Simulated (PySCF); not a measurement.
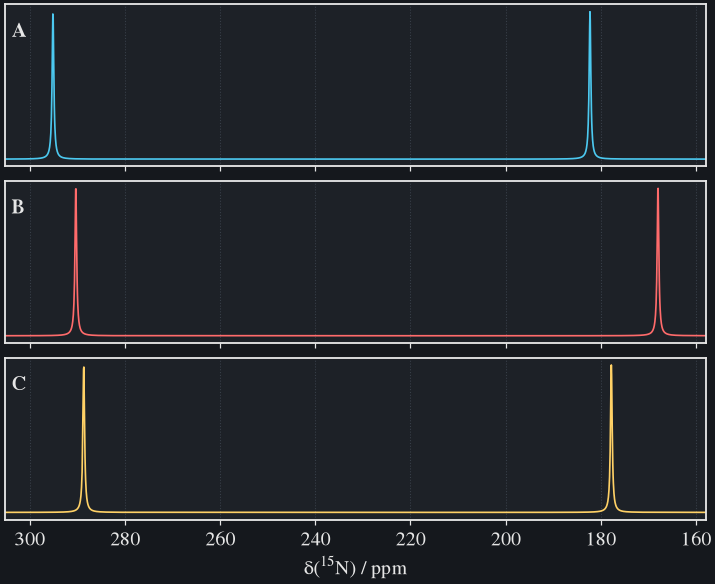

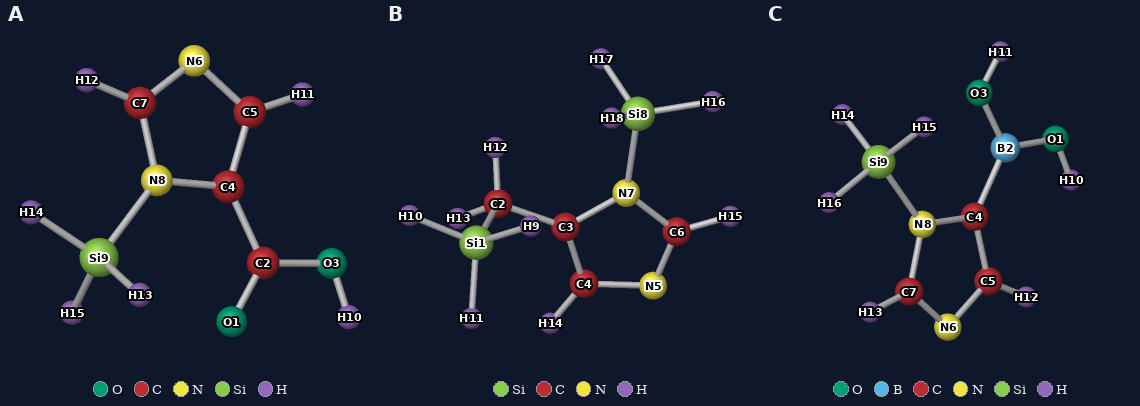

Related molecules: A is C₄H₆N₂O₂Si, SMILES O=C(O)c1cncn1[SiH3]; B is C₄H₁₀N₂Si₂, SMILES [SiH3]Cc1cncn1[SiH3]; C is C₃H₇BN₂O₂Si, SMILES OB(O)c1cncn1[SiH3]. GIAO ¹⁵N shifts against NH₃ (¹⁵N: a single molecule, while the usual scales start at liquid NH₃ or nitromethane; multiply bonded nitrogen can come out tens of ppm too deshielded), KT3/pcSseg-1, PySCF 2.14.0, at a PBE0-D3(BJ)/def2-SVP geometry (no frequency check); fully decoupled, line heights follow the number of nuclei within a panel, widths are arbitrary (no quadrupolar broadening); values of one conformer, averaged over nuclei that symmetry, rotation about single bonds or inversion at nitrogen exchange, these motions taken as fast; other conformers aren't averaged in.

**Assign the ¹⁵N signals of each molecule.**

A: 295.1 (N6); 182.3 (N8)
B: 290.3 (N5); 168.0 (N7)
C: 288.6 (N6); 177.8 (N8)
